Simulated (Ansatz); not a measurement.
Band structure of NaMg6Cu (Amm2, 8 atoms in the cell).

```yaml
crystal:
  lattice:
    - [4.98343, 0.00000, 0.00000]
    - [0.00000, 3.14188, 5.39189]
    - [0.00000, -3.14188, 5.39189]
  atoms:
    - { symbol: Na, position: [0.50000, 0.33361, 0.33361] }
    - { symbol: Mg, position: [0.50000, 0.33183, 0.83599] }
    - { symbol: Mg, position: [0.50000, 0.83599, 0.33183] }
    - { symbol: Mg, position: [0.00000, 0.15176, 0.67638] }
    - { symbol: Mg, position: [0.00000, 0.67638, 0.15176] }
    - { symbol: Mg, position: [0.00000, 0.67214, 0.67214] }
    - { symbol: Mg, position: [0.00000, 0.16439, 0.16439] }
    - { symbol: Cu, position: [0.50000, 0.83391, 0.83391] }
```

Level of theory: PBEsol, PAW files made with PBE (plane waves; Ansatz, a first-principles code).

Settings: basis.ecutwfc = 420 eV; kpoints.mp_grid.grid = 3 3 3; hamiltonian.xc = pbesol; hamiltonian.pseudopotentials = {kind: paw} (the program's default PAW files); scf.occupations.method = fermi_dirac; scf.occupations.width = 0.1 eV; kpoints.band_path.npoints = 8.

The starting cell comes from a database of computed structures (which also holds hypothetical and non-ambient phases and stackings), without a prior relaxation at this level. Its lattice was rescaled by a random factor within 2.5 % of one. Spin polarisation is off.

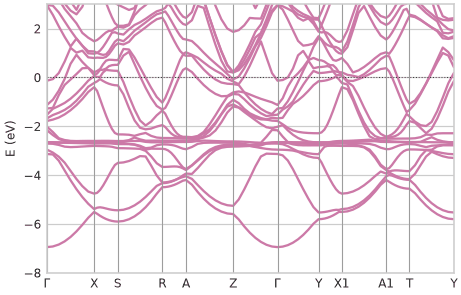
Figure. Bands along the path, energies from the Fermi level.

Levels in eV from the Fermi level, bands 41 to 48:
```json
[
 {"point": "Γ", "41": "-1.78", "42": "-1.67", "43": "-1.52", "44": "-1.27", "45": "-1.12", "46": "-0.13", "47": "2.96", "48": "2.97"},
 {"point": "X", "41": "-0.40", "42": "-0.22", "43": "0.06", "44": "0.10", "45": "0.21", "46": "0.80", "47": "0.97", "48": "1.07"},
 {"point": "S", "41": "-2.33", "42": "-0.32", "43": "0.27", "44": "0.52", "45": "0.71", "46": "1.40", "47": "1.56", "48": "1.80"},
 {"point": "R", "41": "-2.48", "42": "-1.95", "43": "-1.35", "44": "-1.31", "45": "-1.03", "46": "2.45", "47": "2.65", "48": "2.78"},
 {"point": "A", "41": "-2.51", "42": "-2.46", "43": "-2.43", "44": "0.38", "45": "0.89", "46": "1.03", "47": "1.56", "48": "2.15"},
 {"point": "Z", "41": "-1.10", "42": "-0.91", "43": "-0.67", "44": "-0.61", "45": "-0.27", "46": "-0.16", "47": "-0.08", "48": "0.20"},
 {"point": "Y", "41": "-2.28", "42": "-0.15", "43": "0.18", "44": "0.42", "45": "0.71", "46": "1.62", "47": "1.69", "48": "1.88"},
 {"point": "X1", "41": "-0.40", "42": "-0.22", "43": "0.06", "44": "0.10", "45": "0.21", "46": "0.80", "47": "0.97", "48": "1.07"},
 {"point": "A1", "41": "-2.51", "42": "-2.46", "43": "-2.43", "44": "0.38", "45": "0.89", "46": "1.03", "47": "1.56", "48": "2.15"},
 {"point": "T", "41": "-2.50", "42": "-1.79", "43": "-1.59", "44": "-1.33", "45": "-1.08", "46": "2.52", "47": "2.58", "48": "3.20"}
]
```

Bands cross the Fermi level along this path, so the cell is metallic at this level.

Keys are those of Ansatz 0.2.
